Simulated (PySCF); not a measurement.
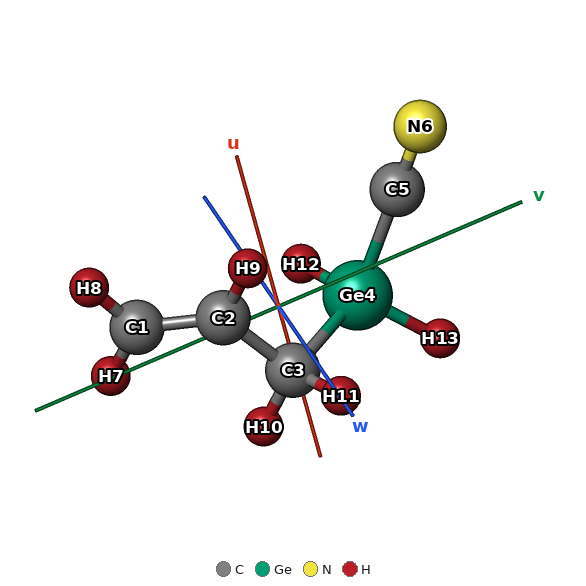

The lines u, v and w are the principal axes of the static dipole polarisability. The computed structure is the end point of a GFN2-xTB optimisation. No frequency run is at hand to confirm it as a minimum. Level of theory: CAM-B3LYP/def2-SVPD (PySCF 2.14.0).

> Along which axis is the molecule most polarisable, and along which least?

Most along v (close to the long direction C1···N6), least along w.

> Give the three principal values.

u 79.2, v 97.8, w 65.3 bohr³; mean 80.8, anisotropy 28.2 bohr³.

The geometry is semi-empirical. Around Ge such bond lengths and angles can be off by a tenth of an ångström or more and by several degrees, and values that hang on the shape move with them.
